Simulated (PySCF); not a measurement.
# C6H6O4: the cost of one run

Computed with PySCF 2.14.0 and routines of our own; the level stands in each step. Atoms count from 0.

## 1. The system as given

16 atoms, charge 0, multiplicity 1; geometry from: GFN2-xTB.

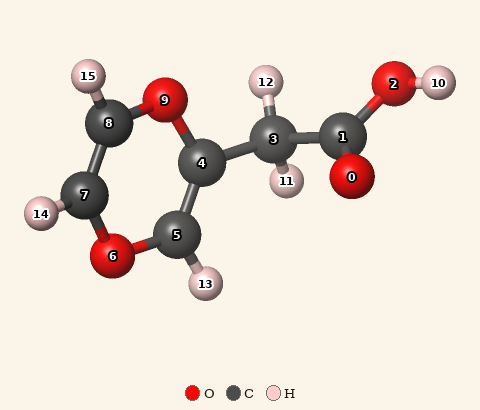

The starting geometry (oxygen red, carbon dark grey, hydrogen pink).

## 2. Magnetic properties: GIAO PBE0/pcSseg-1

What the job is given:

```
{"job": {"kind": "mag", "xc": "PBE0", "basis": "pcSseg-1", "isotopologues": 0}, "charge": 0, "multiplicity": 1}
O      1.843201    -0.088991     1.531601
C      2.088466     0.277905     0.417510
O      3.153083     1.026354     0.114020
C      1.272945    -0.048422    -0.821878
C     -0.174819    -0.208194    -0.482252
C     -0.756169    -1.355814    -0.166429
O     -2.086261    -1.482974     0.198053
C     -2.679880    -0.252205     0.416050
C     -2.110056     0.899710     0.110899
O     -0.857337     1.009134    -0.471132
H      3.674275     1.219692     0.909816
H      1.668623    -0.973555    -1.243363
H      1.401443     0.760678    -1.541362
H     -0.235610    -2.296752    -0.151014
H     -3.649307    -0.336579     0.873541
H     -2.560196     1.858957     0.294530
```

Level: GIAO PBE0/pcSseg-1 magnetisability, rotational g tensor and spin-rotation constants, non-relativistic, gas phase.

The run is started by

```sh
> OMP_NUM_THREADS=1 python excited_run.py task.json out
```

This one command runs all jobs of the session in turn.

Q: Estimate the wall time and peak memory of this first job on 1 thread of Arm Neoverse N1, shared host.

About 60 s, with a peak of 0.98 GiB.
